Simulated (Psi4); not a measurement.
**CH3FSi (SMILES F[C][SiH3]) at UPBE/6-311+G(d,p) (sweep point 4)**

What is the vertical electron affinity of CH3FSi at UPBE/6-311+G** (sweep point 4)? Input form: a Python script.

The results are computed with Psi4 1.11.

4 further runs of the same task are left out: 4 set aside as unsound or not needed.

## (1) The system as given

CH3FSi: 6 atoms, total charge 0, spin state triplet. As SMILES, `F[C][SiH3]`. The coordinates come from a GFN2-xTB relaxation.

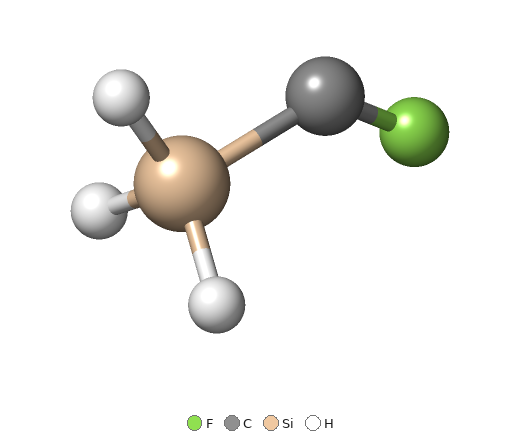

The structure, seen from a chosen angle (fluorine green, carbon grey, silicon light orange, hydrogen white).

## (2) The energy at UPBE/6-311+G(d,p) (sweep point 4)

File calc.py:

```python
import psi4

psi4.set_memory('1600 MB')
psi4.set_num_threads(1)
psi4.set_output_file('psi4.out', False)

m = psi4.geometry("""
0 3
F      0.224090    -1.972460     1.187430
C      0.716820    -1.061660     0.372510
Si    -0.092860     0.468300    -0.264490
H     -1.296310     0.138890    -1.040580
H      0.933630     1.077090    -1.098720
H     -0.485360     1.349840     0.843840
units angstrom
symmetry c1
""")

psi4.set_options(dict(reference='uks', puream=True, scf_type='pk', dft_radial_points=50, dft_spherical_points=194, maxiter=150))

E = psi4.energy("pbe/6-311+G**")
print(f'pbe/6-311+G** energy: {E:.10f} Eh')
```

On the command line:

```bash
python calc.py
```

psi4.out:

```text
[...]
  Running in c1 symmetry.
[...]
  Nuclear repulsion =   92.501436336060181
[...]
  Multiplicity = 3
[...]
  Nalpha       = 17
  Nbeta        = 15
[...]
    Number of basis functions: 92
[...]
   @UKS iter   1:  -428.69231849405497   -2.29714e-01   6.07794e-03 ADIIS/DIIS
[...]
   @UKS iter   9:  -428.84630102157712   -6.31967e-08   9.47189e-07 DIIS
[...]
   @S^2 Observed:                2.004693182E+00
[...]
    Orbital Energies [Eh]
    ---------------------
    Alpha Occupied:
       1A    -65.405274     2A    -24.313620     3A     -9.986895
       4A     -5.065872     5A     -3.477413     6A     -3.474995
       7A     -3.474872     8A     -1.177350     9A     -0.625194
      10A     -0.526301    11A     -0.448511    12A     -0.447854
      13A     -0.408617    14A     -0.332288    15A     -0.331830
      16A     -0.221977    17A     -0.186217
    Alpha Virtual:
      18A     -0.023843    19A     -0.011956    20A      0.002577
      21A      0.025496    22A      0.025842    23A      0.035230
      24A      0.036700    25A      0.057959    26A      0.074008
[...]
  @UKS Final Energy:  -428.84630102157712
   => Energetics <=
    Nuclear Repulsion Energy =             92.5014363360601806
    One-Electron Energy =                -776.7840635122306594
    Two-Electron Energy =                 292.9841261479677996
    DFT Exchange-Correlation Energy =     -37.5477999933743902
    Empirical Dispersion Energy =           0.0000000000000000
    VV10 Nonlocal Energy =                  0.0000000000000000
    Total Energy =                       -428.8463010215771192
[...]
 Multipole Moments:
 ------------------------------------------------------------------------------------
     Multipole            Electronic (a.u.)      Nuclear  (a.u.)        Total (a.u.)
 ------------------------------------------------------------------------------------
 L = 1.  Multiply by 2.5417464519 to convert [e a0] to [Debye]
 Dipole X            :          1.0920959           -1.2953166           -0.2032207
 Dipole Y            :         -4.9496757            5.3292994            0.3796236
 Dipole Z            :          2.7422610           -2.8992431           -0.1569821
 Magnitude           :                                                    0.4583188
[...]
```

The script printed:

```text
pbe/6-311+G** energy: -428.8463010216 Eh
```

It took 4.5 s on 1 thread of Intel Xeon Platinum 8488C (Sapphire Rapids), shared host; peak memory 0.46 GiB.

## (3) The doublet anion, same level

File calc.py:

```python
import psi4

psi4.set_memory(1600000000)
psi4.set_num_threads(1)
psi4.core.set_output_file('output.dat', False)

mol = psi4.geometry("""
-1 2
F      0.224090    -1.972460     1.187430
C      0.716820    -1.061660     0.372510
Si    -0.092860     0.468300    -0.264490
H     -1.296310     0.138890    -1.040580
H      0.933630     1.077090    -1.098720
H     -0.485360     1.349840     0.843840
symmetry c1
""")

options = {'basis': '6-311+G**', 'reference': 'uks', 'puream': True, 'scf_type': 'pk', 'dft_radial_points': 50, 'dft_spherical_points': 194, 'maxiter': 150}
psi4.set_options(options)

energy_value, wavefunction = psi4.energy('PBE', return_wfn=True)
print(f'PBE energy: {energy_value:.10f} Eh')
for k, v in sorted(psi4.core.scalar_variables().items()):
    print(f'{k:45s} {v:18.10f}')
```

On the command line:

```bash
python calc.py
```

output.dat:

```text
[...]
  Running in c1 symmetry.
[...]
  Nuclear repulsion =   92.501436336060181
[...]
  Multiplicity = 2
[...]
  Nalpha       = 17
  Nbeta        = 16
[...]
    Number of basis functions: 92
[...]
   @UKS iter   1:  -428.49154297887003   -2.89383e-02   8.81382e-03 ADIIS/DIIS
[...]
   @UKS iter  11:  -428.87197173883328   -2.65408e-08   5.89470e-07 DIIS
[...]
   @S^2 Observed:                7.572954576E-01
[...]
    Orbital Energies [Eh]
    ---------------------
    Alpha Occupied:
       1A    -65.186281     2A    -24.072222     3A     -9.710476
       4A     -4.847461     5A     -3.258011     6A     -3.257702
       7A     -3.255991     8A     -0.939428     9A     -0.382118
      10A     -0.307029    11A     -0.218228    12A     -0.209444
      13A     -0.171283    14A     -0.135313    15A     -0.135108
      16A      0.059648    17A      0.059781
    Alpha Virtual:
      18A      0.122531    19A      0.130980    20A      0.145357
      21A      0.146411    22A      0.176030    23A      0.201516
      24A      0.211224    25A      0.211334    26A      0.227362
[...]
  @UKS Final Energy:  -428.87197173883328
   => Energetics <=
    Nuclear Repulsion Energy =             92.5014363360601806
    One-Electron Energy =                -784.0068486360391944
    Two-Electron Energy =                 300.3906305534485455
    DFT Exchange-Correlation Energy =     -37.7571899923027487
    Empirical Dispersion Energy =           0.0000000000000000
    VV10 Nonlocal Energy =                  0.0000000000000000
    Total Energy =                       -428.8719717388332811
[...]
 Multipole Moments:
 ------------------------------------------------------------------------------------
     Multipole            Electronic (a.u.)      Nuclear  (a.u.)        Total (a.u.)
 ------------------------------------------------------------------------------------
 L = 1.  Multiply by 2.5417464519 to convert [e a0] to [Debye]
 Dipole X            :          0.4843832           -1.2953166           -0.8109334
 Dipole Y            :         -5.2989205            5.3292994            0.0303789
 Dipole Z            :          3.2406790           -2.8992431            0.3414359
 Magnitude           :                                                    0.8804058
[...]
```

On the terminal:

```text
PBE energy: -428.8719717388 Eh
CURRENT ENERGY                                   -428.8719717388
CURRENT REFERENCE ENERGY                         -428.8719717388
DD SOLVATION ENERGY                                 0.0000000000
DFT FUNCTIONAL TOTAL ENERGY                      -428.8719717388
DFT TOTAL ENERGY                                 -428.8719717388
DFT VV10 ENERGY                                     0.0000000000
DFT XC ENERGY                                     -37.7571899923
GRID ELECTRONS ALPHA                               16.9999310316
GRID ELECTRONS BETA                                15.9999611103
GRID ELECTRONS TOTAL                               32.9998921419
NUCLEAR REPULSION ENERGY                           92.5014363361
ONE-ELECTRON ENERGY                              -784.0068486360
PCM POLARIZATION ENERGY                             0.0000000000
PE ENERGY                                           0.0000000000
SCF ITERATION ENERGY                             -428.8719717388
SCF ITERATIONS                                     11.0000000000
SCF TOTAL ENERGY                                 -428.8719717388
TWO-ELECTRON ENERGY                               300.3906305534
XC GRID RADIAL POINTS                              50.0000000000
XC GRID SPHERICAL POINTS                          194.0000000000
XC GRID TOTAL POINTS                            57250.0000000000
```

It took 5.1 s on 1 thread of Intel Xeon Platinum 8488C (Sapphire Rapids), shared host; peak memory 0.46 GiB.

## (4) What came out

At UPBE/6-311+G** (sweep point 4):

| quantity | value |
| --- | --- |
| triplet CH3FSi: total energy | -428.84630 Eh |
| triplet CH3FSi: dipole moment | 1.16 D |
| triplet CH3FSi: HOMO energy (highest over α and β) | -5.07 eV |
| triplet CH3FSi: LUMO energy (lowest over α and β) | -3.58 eV |
| triplet CH3FSi: ⟨S²⟩ | 2.005 |
| doublet anion: total energy | -428.87197 Eh |
| doublet anion: HOMO energy (highest over α and β) | 1.99 eV |
| doublet anion: LUMO energy (lowest over α and β) | 3.11 eV |
| doublet anion: ⟨S²⟩ | 0.757 |
| vertical electron affinity (to the doublet anion) | 0.699 eV |

At fixed nuclei the extra electron is bound by 0.70 eV (16.1 kcal/mol). The HOMO (doublet anion) lies at positive energy, 1.99 eV, as semi-local functionals often give for anions; only total energies tell whether the electron is bound.
